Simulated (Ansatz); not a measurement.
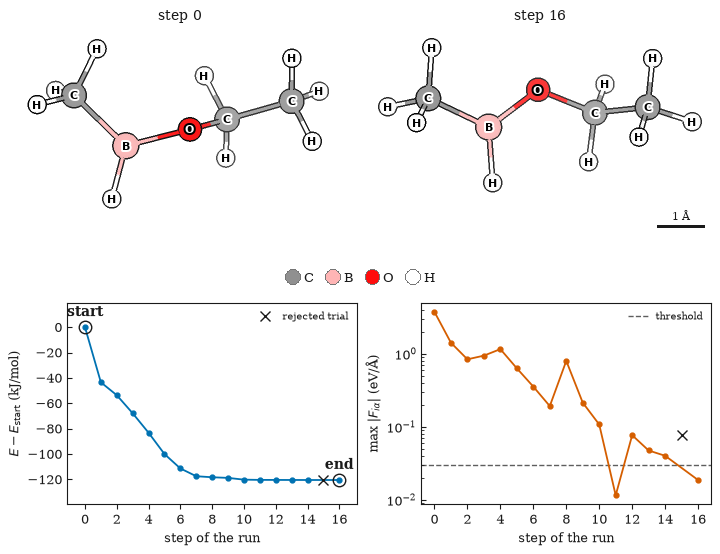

First and last geometry of a relaxation of C3H9BO (coarse preliminary run), with the history of the run. Style: ball-and-stick. Shown face on.

The start comes from a force field.

These are results of Ansatz 0.2.0, RKS PBE-D4/def2-SVP, not measurements.

Input
```yaml
crystal:
  periodic: [false, false, false]
  atoms:
    - {symbol: C, position_ang: [-1.606300, -1.323900, 1.170400]}
    - {symbol: B, position_ang: [-0.178500, -0.719700, 1.278700]}
    - {symbol: O, position_ang: [0.163900, 0.551100, 0.611000]}
    - {symbol: C, position_ang: [0.778100, 0.274900, -0.662700]}
    - {symbol: C, position_ang: [1.091200, 1.561200, -1.358800]}
    - {symbol: H, position_ang: [-2.105000, -1.338500, 2.168400]}
    - {symbol: H, position_ang: [-1.602600, -2.282100, 0.693900]}
    - {symbol: H, position_ang: [-2.228900, -0.580400, 0.526200]}
    - {symbol: H, position_ang: [0.627000, -1.283500, 1.969300]}
    - {symbol: H, position_ang: [1.620300, -0.372200, -0.575300]}
    - {symbol: H, position_ang: [-0.073800, -0.238900, -1.272800]}
    - {symbol: H, position_ang: [1.510300, 1.366200, -2.338100]}
    - {symbol: H, position_ang: [0.149700, 2.252000, -1.451800]}
    - {symbol: H, position_ang: [1.841800, 2.104600, -0.729600]}
basis:
  gaussian: {orbitals: def2-SVP}
hamiltonian: {xc: pbe, dispersion: d4}
relax: {f_tol: 0.03, max_steps: 200}
```

### Read the history and describe the run.

It converged. O3 moves most after the best rigid fit: 1.35 Å. By element the largest moves are O 1.35 Å, H 1.20 Å, B 0.54 Å, C 0.45 Å. Among the contacts that change: B2–O3 1.476 → 1.358 Å, C1–H8 1.164 → 1.108 Å, C4–H11 1.167 → 1.112 Å, C1–H7 1.070 → 1.113 Å. Among the angles between lasting bonds that change: B2–O3–C4 109.5° → 122.7°, H6–C1–H7 112.8° → 105.1°, B2–C1–H8 106.4° → 113.7°. Groups turn about B2–O3 by about 85°, O3–C4 by about 65°. Over 15 accepted moves (16 points after the start) the energy falls by 120.5 kJ/mol. Largest force component: 3.7 eV/Å at the start, 0.019 eV/Å at the end. The line search rejected the trial step at point 15 of the run. The forces were under the threshold at step 11, but the run went on from there.
